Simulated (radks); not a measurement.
**Ge⁴⁻ held by a Watson sphere**

Aim: the size and levels of Ge⁴⁻ inside a shell of charge +4 and radius R, which stands for the Madelung well of a crystal, for several R.

Method: scalar-relativistic Kohn-Sham, LB94 model potential, spin-polarised, spherical densities, finite nucleus. Code: radks (a radial shooting solver on a logarithmic mesh, Libxc functionals) version 1.

### Step 1. The system

| Property | Result |
| --- | --- |
| element | germanium (Z = 32) |
| charge | -4 |
| electrons | 36 |
| configuration | [Kr] |
| nuclear rms radius | 4.0742 fm |

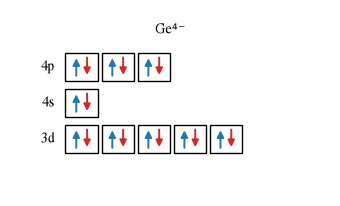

The shells outside the core, filled by Hund's rule for the drawing.

In the logs a row gives level, spin channel, occupation and eigenvalue; Etot, Ekin, Encl (electron-nucleus), Eh (Hartree) and Exc are energies, all in hartree; err is the last residual, it the number of iterations.

LB94 adds a gradient term to the LDA potential that gives it a −1/r tail. It is a model potential with no energy functional, so Etot and Exc are not given.

### Step 2. R = 2.49 bohr

Input:

```text
Z 32
configuration [Kr]
relativity scalar-relativistic
functional lda,pw
model_potential LB94
spin polarised
nucleus finite rms 4.0742 fm
c 137.035999084
watson charge 4 radius 2.49 bohr
response adiabatic LDA kernel
```

The log of the run:

```text
1s      1   1.0000        -405.96242114
2s      1   1.0000         -51.26584795
2p      1   3.0000         -44.93591005
3s      1   1.0000          -6.42693822
3p      1   3.0000          -4.49882841
3d      1   5.0000          -1.34324716
4s      1   1.0000          -0.67811789
4p      1   3.0000          -0.39146183
1s      2   1.0000        -405.96242114
2s      2   1.0000         -51.26584795
2p      2   3.0000         -44.93591005
3s      2   1.0000          -6.42693822
3p      2   3.0000          -4.49882841
3d      2   5.0000          -1.34324716
4s      2   1.0000          -0.67811789
4p      2   3.0000          -0.39146183
Etot None
Ekin 2150.1157903991634
Encl -5184.7033718100565
Eh 962.6648500762578
Exc None
err 2.0225341611602974e-09
it 17
```

The top filled level is 4p, -10.652 eV.

Radial moments (bohr):

| level | occupation | energy (eV) | <r> | outermost maximum (interpolated) | 90 % within | nodes |
| --- | --- | --- | --- | --- | --- | --- |
| 1s | 2 | -11046.8 | 0.04690 | 0.0307 | 0.0838 | 0 |
| 2s | 2 | -1395.0 | 0.2094 | 0.176 | 0.323 | 1 |
| 2p | 6 | -1222.8 | 0.1830 | 0.141 | 0.299 | 0 |
| 3s | 2 | -174.89 | 0.6266 | 0.543 | 0.938 | 2 |
| 3p | 6 | -122.42 | 0.6490 | 0.544 | 0.998 | 1 |
| 3d | 10 | -36.552 | 0.7338 | 0.502 | 1.24 | 0 |
| 4s | 2 | -18.453 | 2.135 | 1.78 | 3.21 | 3 |
| 4p | 6 | -10.652 | 2.695 | 2.32 | 4.07 | 2 |

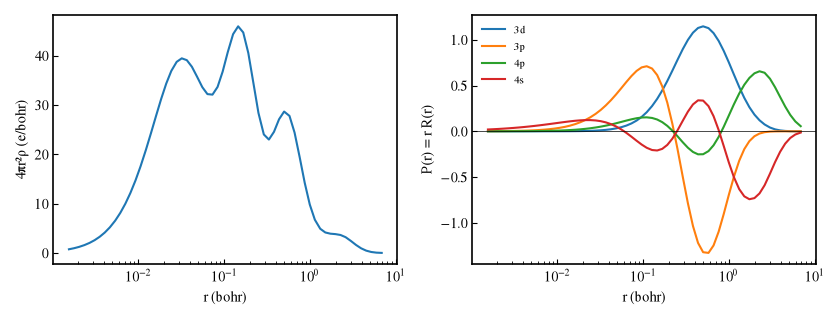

Left: shells in the radial density. Right: radial functions of the outer levels.

### Step 3. R = 3.16 bohr

Input: that of step 2 with these lines changed.

```diff
@@ -8,3 +8,3 @@
 c 137.035999084
-watson charge 4 radius 2.49 bohr
+watson charge 4 radius 3.16 bohr
 response adiabatic LDA kernel
```

The log of the run:

```text
1s      1   1.0000        -405.92513648
2s      1   1.0000         -51.21447150
2p      1   3.0000         -44.88619737
3s      1   1.0000          -6.36819132
3p      1   3.0000          -4.44011233
3d      1   5.0000          -1.28236653
4s      1   1.0000          -0.58276431
4p      1   3.0000          -0.32500436
1s      2   1.0000        -405.92513648
2s      2   1.0000         -51.21447150
2p      2   3.0000         -44.88619737
3s      2   1.0000          -6.36819132
3p      2   3.0000          -4.44011233
3d      2   5.0000          -1.28236653
4s      2   1.0000          -0.58276431
4p      2   3.0000          -0.32500436
Etot None
Ekin 2148.7072136458196
Encl -5163.327791162388
Eh 953.5336388263381
Exc None
err 1.9047910611532082e-09
it 19
```

Highest occupied level: 4p at -8.844 eV.

### Step 4. R = 3.48 bohr

Input: that of step 3 with these lines changed.

```diff
@@ -8,3 +8,3 @@
 c 137.035999084
-watson charge 4 radius 3.16 bohr
+watson charge 4 radius 3.48 bohr
 response adiabatic LDA kernel
```

The log of the run:

```text
1s      1   1.0000        -405.91252309
2s      1   1.0000         -51.19846562
2p      1   3.0000         -44.87058730
3s      1   1.0000          -6.35037010
3p      1   3.0000          -4.42231481
3d      1   5.0000          -1.26414334
4s      1   1.0000          -0.54880829
4p      1   3.0000          -0.29762849
1s      2   1.0000        -405.91252309
2s      2   1.0000         -51.19846562
2p      2   3.0000         -44.87058730
3s      2   1.0000          -6.35037010
3p      2   3.0000          -4.42231481
3d      2   5.0000          -1.26414334
4s      2   1.0000          -0.54880829
4p      2   3.0000          -0.29762849
Etot None
Ekin 2148.354458943939
Encl -5155.980749625529
Eh 950.3157942577452
Exc None
err 5.595762154169e-10
it 19
```

The top filled level is 4p, -8.099 eV.

### Step 5. R = 3.52 bohr

Input: that of step 4 with these lines changed.

```diff
@@ -8,3 +8,3 @@
 c 137.035999084
-watson charge 4 radius 3.48 bohr
+watson charge 4 radius 3.52 bohr
 response adiabatic LDA kernel
```

The log of the run:

```text
1s      1   1.0000        -405.91103490
2s      1   1.0000         -51.19664574
2p      1   3.0000         -44.86880594
3s      1   1.0000          -6.34836622
3p      1   3.0000          -4.42031341
3d      1   5.0000          -1.26210440
4s      1   1.0000          -0.54500791
4p      1   3.0000          -0.29441217
1s      2   1.0000        -405.91103490
2s      2   1.0000         -51.19664574
2p      2   3.0000         -44.86880594
3s      2   1.0000          -6.34836622
3p      2   3.0000          -4.42031341
3d      2   5.0000          -1.26210440
4s      2   1.0000          -0.54500791
4p      2   3.0000          -0.29441217
Etot None
Ekin 2148.319389452221
Encl -5155.157606069461
Eh 949.9537606920686
Exc None
err 6.072206936777341e-10
it 19
```

The top filled level is 4p, -8.011 eV.

### Step 6. R = 3.62 bohr

Input: that of step 5 with these lines changed.

```diff
@@ -8,3 +8,3 @@
 c 137.035999084
-watson charge 4 radius 3.52 bohr
+watson charge 4 radius 3.62 bohr
 response adiabatic LDA kernel
```

The log of the run:

```text
1s      1   1.0000        -405.90739152
2s      1   1.0000         -51.19224459
2p      1   3.0000         -44.86449258
3s      1   1.0000          -6.34353847
3p      1   3.0000          -4.41549135
3d      1   5.0000          -1.25720011
4s      1   1.0000          -0.53591391
4p      1   3.0000          -0.28658005
1s      2   1.0000        -405.90739152
2s      2   1.0000         -51.19224459
2p      2   3.0000         -44.86449258
3s      2   1.0000          -6.34353847
3p      2   3.0000          -4.41549135
3d      2   5.0000          -1.25720011
4s      2   1.0000          -0.53591391
4p      2   3.0000          -0.28658005
Etot None
Ekin 2148.238810676962
Encl -5153.180736504988
Eh 949.0831183880173
Exc None
err 7.413392780907967e-10
it 19
```

The top filled level is 4p, -7.798 eV.

### Step 7. R = 3.7 bohr

Input: that of step 6 with these lines changed.

```diff
@@ -8,3 +8,3 @@
 c 137.035999084
-watson charge 4 radius 3.62 bohr
+watson charge 4 radius 3.7 bohr
 response adiabatic LDA kernel
```

The log of the run:

```text
1s      1   1.0000        -405.90453822
2s      1   1.0000         -51.18885255
2p      1   3.0000         -44.86116278
3s      1   1.0000          -6.33983694
3p      1   3.0000          -4.41179388
3d      1   5.0000          -1.25344757
4s      1   1.0000          -0.52903224
4p      1   3.0000          -0.28051427
1s      2   1.0000        -405.90453822
2s      2   1.0000         -51.18885255
2p      2   3.0000         -44.86116278
3s      2   1.0000          -6.33983694
3p      2   3.0000          -4.41179388
3d      2   5.0000          -1.25344757
4s      2   1.0000          -0.52903224
4p      2   3.0000          -0.28051427
Etot None
Ekin 2148.1810666119054
Encl -5151.677980839998
Eh 948.4204169864695
Exc None
err 8.688173023209835e-10
it 19
```

The top filled level is 4p, -7.633 eV.

### Step 8. R = 4.02 bohr

Input: that of step 7 with these lines changed.

```diff
@@ -8,3 +8,3 @@
 c 137.035999084
-watson charge 4 radius 3.7 bohr
+watson charge 4 radius 4.02 bohr
 response adiabatic LDA kernel
```

The log of the run:

```text
1s      1   1.0000        -405.89364181
2s      1   1.0000         -51.17627984
2p      1   3.0000         -44.84878252
3s      1   1.0000          -6.32625736
3p      1   3.0000          -4.39822681
3d      1   5.0000          -1.23973210
4s      1   1.0000          -0.50470611
4p      1   3.0000          -0.25798531
1s      2   1.0000        -405.89364181
2s      2   1.0000         -51.17627984
2p      2   3.0000         -44.84878252
3s      2   1.0000          -6.32625736
3p      2   3.0000          -4.39822681
3d      2   5.0000          -1.23973210
4s      2   1.0000          -0.50470611
4p      2   3.0000          -0.25798531
Etot None
Ekin 2147.9983682276047
Encl -5146.279408313044
Eh 946.0341447007762
Exc None
err 1.1781961837476423e-09
it 19
```

The top filled level is 4p, -7.020 eV.

### Step 9. R = 4.59 bohr

Input: that of step 8 with these lines changed.

```diff
@@ -8,3 +8,3 @@
 c 137.035999084
-watson charge 4 radius 4.02 bohr
+watson charge 4 radius 4.59 bohr
 response adiabatic LDA kernel
```

The log of the run:

```text
1s      1   1.0000        -405.87633153
2s      1   1.0000         -51.15723395
2p      1   3.0000         -44.82993273
3s      1   1.0000          -6.30605798
3p      1   3.0000          -4.37803927
3d      1   5.0000          -1.21944631
4s      1   1.0000          -0.47187317
4p      1   3.0000          -0.22414346
1s      2   1.0000        -405.87633153
2s      2   1.0000         -51.15723395
2p      2   3.0000         -44.82993273
3s      2   1.0000          -6.30605798
3p      2   3.0000          -4.37803927
3d      2   5.0000          -1.21944631
4s      2   1.0000          -0.47187317
4p      2   3.0000          -0.22414346
Etot None
Ekin 2147.801073069359
Encl -5138.564979484751
Eh 942.6095463091042
Exc None
err 1.225456908601355e-09
it 20
```

The top filled level is 4p, -6.099 eV.

### Step 10. R = 5.08 bohr

Input: that of step 9 with these lines changed.

```diff
@@ -8,3 +8,3 @@
 c 137.035999084
-watson charge 4 radius 4.59 bohr
+watson charge 4 radius 5.08 bohr
 response adiabatic LDA kernel
```

The log of the run:

```text
1s      1   1.0000        -405.86364757
2s      1   1.0000         -51.14375983
2p      1   3.0000         -44.81654609
3s      1   1.0000          -6.29199146
3p      1   3.0000          -4.36397712
3d      1   5.0000          -1.20537119
4s      1   1.0000          -0.45154738
4p      1   3.0000          -0.20046643
1s      2   1.0000        -405.86364757
2s      2   1.0000         -51.14375983
2p      2   3.0000         -44.81654609
3s      2   1.0000          -6.29199146
3p      2   3.0000          -4.36397712
3d      2   5.0000          -1.20537119
4s      2   1.0000          -0.45154738
4p      2   3.0000          -0.20046643
Etot None
Ekin 2147.7043321970796
Encl -5133.333257391456
Eh 940.2761661377214
Exc None
err 1.6434231206740264e-09
it 21
```

The top filled level is 4p, -5.455 eV.

### Step 11. All runs together

| R (bohr) | highest level (eV) | its <r> (bohr) | sum of <r²> (bohr²) | α (bohr³) |
| --- | --- | --- | --- | --- |
| 2.49 | -10.652 | 2.695 | 71.87 | 49.56 |
| 3.16 | -8.844 | 3.064 | 88.25 | 85.86 |
| 3.48 | -8.099 | 3.240 | 96.68 | 111.0 |
| 3.52 | -8.011 | 3.262 | 97.77 | 114.5 |
| 3.62 | -7.798 | 3.317 | 100.5 | 123.9 |
| 3.7 | -7.633 | 3.361 | 102.7 | 131.9 |
| 4.02 | -7.020 | 3.536 | 111.9 | 168.5 |
| 4.59 | -6.099 | 3.845 | 129.4 | 255.0 |
| 5.08 | -5.455 | 4.105 | 145.8 | 355.5 |

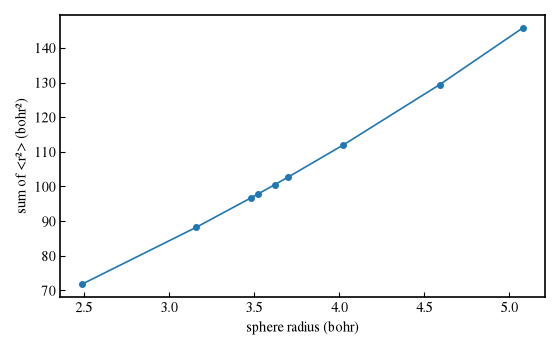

Size of the ion against the radius of the sphere.

In words: From R = 2.49 to 5.08 bohr the top level moves from -10.652 to -5.455 eV and its mean radius from 2.70 to 4.11 bohr. A wider sphere makes a shallower well, so the ion swells. The polarisability goes from 49.6 to 356 bohr³. Response by self-consistent Sternheimer equations with the Hartree and adiabatic LDA kernel, the relativistic mass of each level held fixed and spin-orbit coupling left out. The sphere does not respond.
